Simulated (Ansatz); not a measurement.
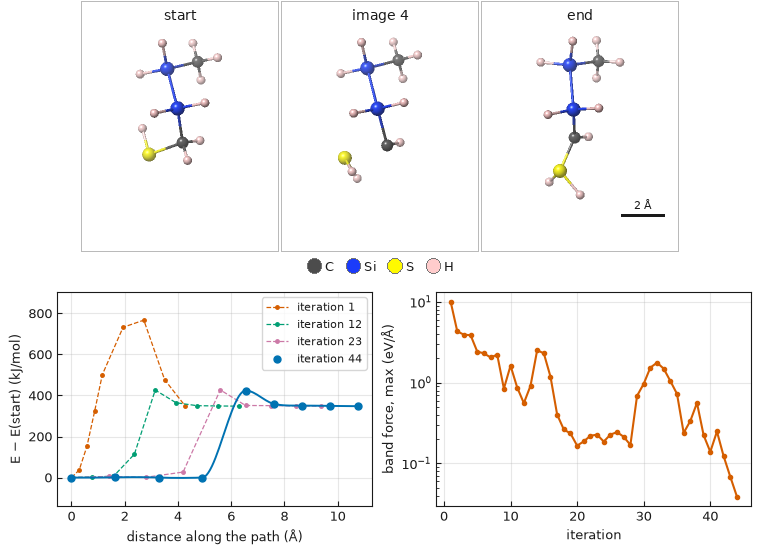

A search for the minimum-energy path of C$_{2}$H$_{10}$SSi$_{2}$ by the nudged elastic band. Images are numbered from 0 (start) to 8 (end). The plot follows the band through its iterations. Style: ball-and-stick. Shown from a free direction.

The calculation used RKS r2SCAN/6-31G in Ansatz 0.2.0. Set-up: 7 movable images; climbing image; force threshold 0.05 eV/Å; iteration limit 53; starting path through a guess of the saddle point.

Question: Did the band converge, and can the barrier be trusted?

Answer: The run is converged, with reservations. The band converged in 44 iterations. The largest component of the band force went from 10 to 0.039 eV/Å. The climbing image converged on the top of the path. Its vibrational analysis gives one imaginary mode (792i cm⁻¹), as a transition state must have. The first iteration put the highest image at 767.0 kJ/mol. The energy climbs by 424.0 kJ/mol to image 4 and then falls by 76.1 kJ/mol, so the end point sits at +348.0 kJ/mol.

Limits of the set-up: the basis has no polarisation functions, which atoms past neon need.
